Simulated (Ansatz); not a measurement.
Single-point calculation of Ni$_{2}$O$_{2}$ (charge −1)

System: Ni$_{2}$O$_{2}$, charge −1, multiplicity 4.
Method: UKS PBE0-D4/def2-TZVPD (Ansatz 0.2.0).

The geometry comes from this level: PBE0-D4/def2-SVPD.

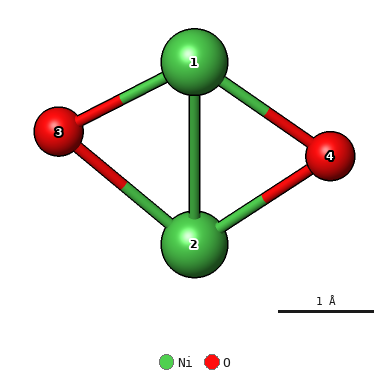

Figure 1. The structure (ball-and-stick view, seen at a tilt; atoms are numbered from 1 in the order of the input). Sticks mark near contacts.

Summary

| quantity | value |
| --- | --- |
| outcome | converged |
| total energy | −86166.4831 eV |
| mean-field energy | −86166.3844 eV |
| dispersion energy | −0.0987 eV |
| ⟨S²⟩ | 3.896 |
| SCF solution under orbital rotations | stable |
| HOMO (either spin) | −0.29 eV |
| LUMO (either spin) | 2.48 eV |
| hardware | 4 threads of Arm Neoverse V2, 23 GiB of memory available, shared host |
| wall time | 19 s (CPU time 74 s) |
| peak memory | 1.1 GiB |

Input file
```yaml
crystal:
  periodic: [false, false, false]
  atoms:
    - {symbol: Ni, position_ang: [1.076962, -0.010697, -0.045314]}
    - {symbol: Ni, position_ang: [-1.193521, 0.011840, 0.049587]}
    - {symbol: O, position_ang: [0.045850, -1.449602, 0.044732]}
    - {symbol: O, position_ang: [0.070699, 1.448470, -0.049015]}
basis:
  gaussian: {orbitals: def2-TZVPD, initial_orbitals: start.molden}
total_charge: -1
magnetization: {spin_polarized: true, initial_magnetization: 3}
hamiltonian: {xc: pbe0, dispersion: d4}
scf: {omitted_lower_state_checks: [starts]}
output: {orbitals: {seedname: orbitals}}
```

Command:
```bash
ansatz run in.yaml --threads 4 --pin off --events-out ev --progress --plain --max-ram 3916MiB
```

The program's output
```
Functional definition: PBE0
  name "PBE0"
  cite "Adamo & Barone, J. Chem. Phys. 110, 6158 (1999) doi:10.1063/1.478522"
  cite "Perdew, Burke & Ernzerhof, Phys. Rev. Lett. 77, 3865 (1996) doi:10.1103/PhysRevLett.77.3865"
  parent pbe
  parameter a = 0.25
  parameter kappa = 0.804
  parameter beta = 0.06672455060314922
  exchange = (1 - a)*pbe_x(kappa = kappa, mu = beta*pi^2/3) + a*exact_x
  correlation = pbe_c(beta = beta)
these checks for a lower state are left out or cut short: starts
1506 factors; their error is unknown
mean field evaluation 1: about -86161.1561 eV, gradient 1.2e2 eV
mean field evaluation 2: about -86165.3717 eV, gradient 6.7e0 eV
mean field evaluation 4: about -86166.1781 eV, gradient 5.4e-1 eV
mean field evaluation 8: about -86166.3843 eV, gradient 3.7e-4 eV
mean field evaluation 16: about -86166.3843 eV, gradient 6.6e-6 eV
mean field -86166.38433771 eV, -3166.5562187380 hartree, gradient 6.6e-6 eV, S^2 3.896109; 0 other end points of the search recorded, 0 dependent functions left out
reference -86166.38436600 eV, -3166.5562197775 hartree; 38, 35 occupied and 138, 141 virtual orbitals, 1506 factors
Total energy: -86166.48306407 eV, -3166.5598468645 hartree
Checks for a lower state left out: starts
```

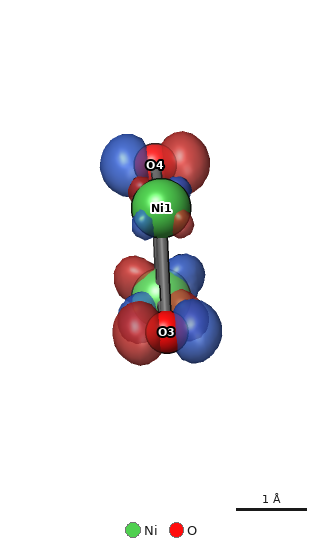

Figure 2. One frontier orbital at ±0.3 Å⁻³ᐟ² (blue and red are the two phases), seen at an oblique angle. The HOMO−1 (α), at −1.24 eV.

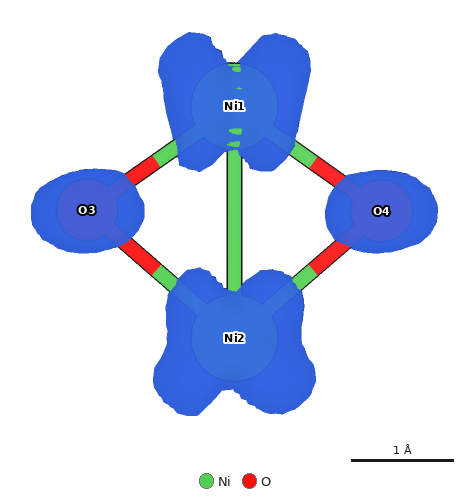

Figure 3. Isosurfaces of the spin density at +0.15 (blue) and −0.15 e/Å³ (red), seen face on. The unpaired spin (3 electrons) lies mostly on Ni1 (about 1.3), Ni2 (about 1.0), O3 (about 0.4) and O4 (about 0.4), in electrons by Hirshfeld's partition. Only one sign reaches the isovalue.

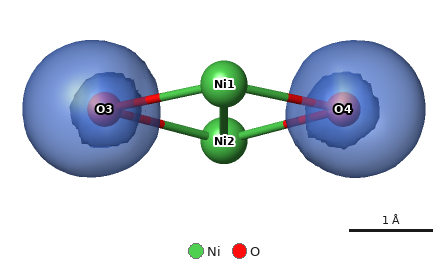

Figure 4. Isosurface of the electron localisation function at 0.75 (blue), seen from the side. Only the valence region is drawn (cores and ρ < 0.01 e/Å³ removed). Along the contacts the grid gives the following. Ni–O (1.77 Å): the ELF peaks at about 0.80 in the valence shell of O, 0.5 Å from its nucleus, and is about 0.25 at the midpoint. Ni–Ni (2.27 Å): the ELF is about 0.10 at the midpoint.

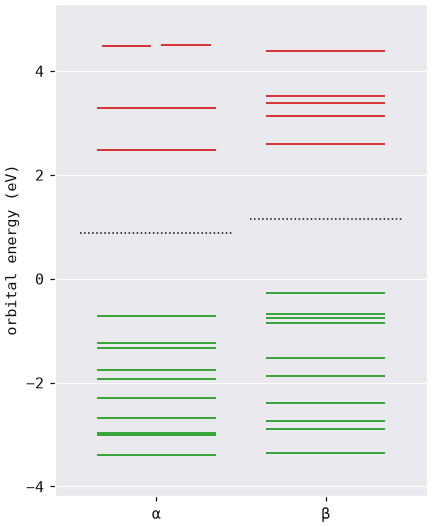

Figure 5. Orbital energies near the frontier for α and β spins; the dotted line parts filled from empty levels, and levels within 0.02 eV of each other stand side by side. α: highest filled −0.71 eV, lowest empty 2.48 eV, 3.19 eV apart; β: highest filled −0.29 eV, lowest empty 2.60 eV, 2.89 eV apart.
